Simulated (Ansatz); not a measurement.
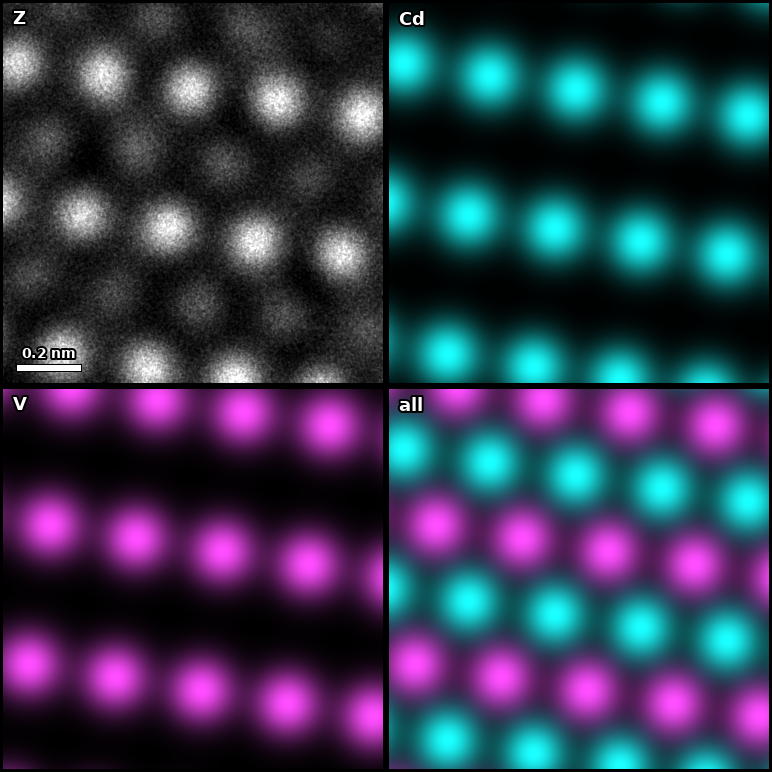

A crystal along [100]. Panel Z: Simulated incoherent Z contrast: every atom adds Z^1.8 spread by a probe of 1.30 Å full width; channelling and multiple scattering are left out. Shot noise and the speckle of an amorphous layer were added. The other panels are simulated element maps (the number of atoms of one element along the beam, blurred by 1.7 Å; each on its own scale, no channelling); the last overlays them.

**Which columns does each element occupy?**

The projected cell (2.75 × 4.44 Å, 90°) holds 2 columns: 1 of V and 1 of Cd. No column is shared by two of the mapped elements. The brightest columns of the Z-contrast image hold Cd.

The crystal is VCd (P4/mmm, No. 123). Model: the geometry relaxed with DFT PBE, scalar-relativistic, plane waves, PAW in Ansatz; the starting structure was generated, so it need not be a known form of this composition.
